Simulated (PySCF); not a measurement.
## Electronic structure of CH8O4Si2 (SMILES CO[SiH2]O[SiH](O)O) in real space

```yaml
atoms:
  - { symbol: C, position_ang: [-2.6225, 0.2450, -0.1767] }
  - { symbol: O, position_ang: [-1.2360, 0.0830, -0.1858] }
  - { symbol: Si, position_ang: [-0.3917, -1.1391, -0.8611] }
  - { symbol: O, position_ang: [1.1423, -0.8299, -0.5096] }
  - { symbol: Si, position_ang: [2.0703, 0.2091, 0.3483] }
  - { symbol: O, position_ang: [3.5430, 0.3189, -0.2929] }
  - { symbol: O, position_ang: [1.3527, 1.6653, 0.3414] }
  - { symbol: H, position_ang: [-3.1192, -0.6510, 0.2010] }
  - { symbol: H, position_ang: [-2.8624, 1.0884, 0.4722] }
  - { symbol: H, position_ang: [-2.9942, 0.4476, -1.1839] }
  - { symbol: H, position_ang: [-0.5161, -1.1145, -2.3165] }
  - { symbol: H, position_ang: [-0.7526, -2.4170, -0.2545] }
  - { symbol: H, position_ang: [2.2918, -0.3512, 1.6632] }
  - { symbol: H, position_ang: [3.6933, 0.7883, -1.1100] }
  - { symbol: H, position_ang: [0.3968, 1.6652, 0.3373] }
```

Geometry: GFN2-xTB.

Level of theory: B3LYP/def2-SVPD, SCF density, gas phase (PySCF).

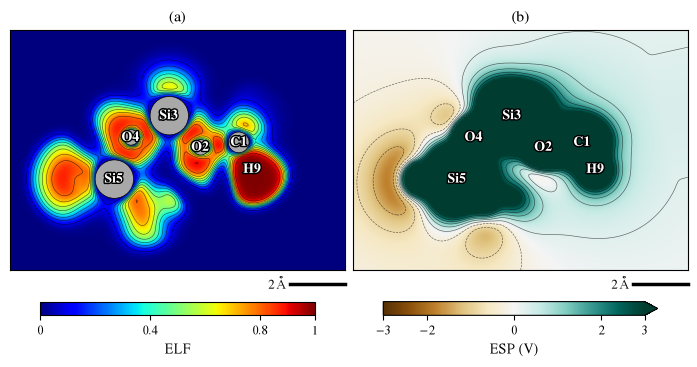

Figure 1. (a) ELF; (b) molecular electrostatic potential on the plane of atoms O2, C1 and H9. Grey discs cover the atomic cores in the ELF map.

Read the bonding off the picture.

The section cuts through C, O, Si and H sites.
C–O (1.40 Å): the ELF peaks at about 0.90 between the atoms: a shared but strongly polarised pair.
Si–O (1.60 Å): the ELF peaks at about 0.90 between the atoms, as expected for a short, strongly polar bond.
C–H (1.09 Å): the ELF climbs to about 1 towards the hydrogen, as it does in any bond to H; a covalent bond by its length.
The ELF also peaks beside O6 and O4, away from the bonds: lone-pair regions.
Outside the dense part of the molecule the potential is most negative (−1.8 V) near O6, which lies off the plane.

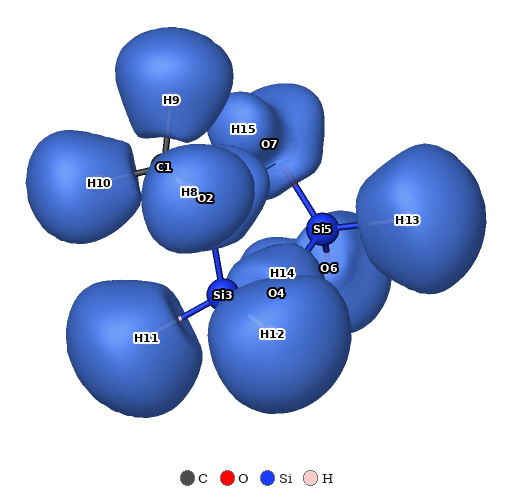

Figure 2. Isosurface of the ELF at 0.75 (blue), seen at an oblique angle. Core shells and regions of very low density are left out.

Identify the bonds, lone pairs and shells in this picture.

The ELF exceeds this value in six regions around hydrogen nuclei, one region on O in which the atom's valence shell and bonds are merged, one region wrapped around O (its lone pairs, merged into a ring or cap) and two joined regions spread over several atoms (H, O), in which their bonds and any lone pairs are merged.

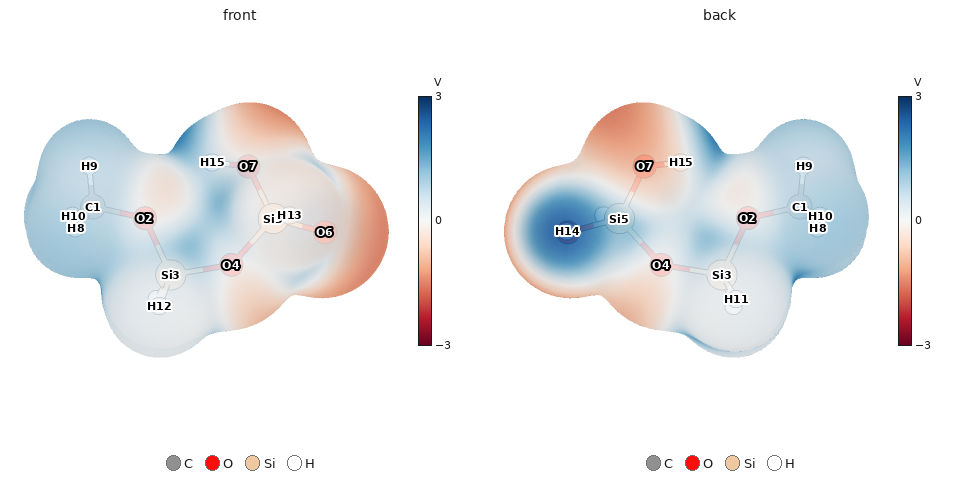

Figure 3. The molecular electrostatic potential painted on the density surface at 0.002 e/bohr³, seen from the front and from behind; red is negative and blue positive.

Where is the surface potential most negative and most positive?

The most negative region (about −1.5 V, or −35 kcal/mol for a unit charge) lies over O6 and O7, the most positive (about +2.3 V, or +53 kcal/mol for a unit charge) over H14.

What dipole moment does the calculation give?

Its dipole moment is 3.45 D.
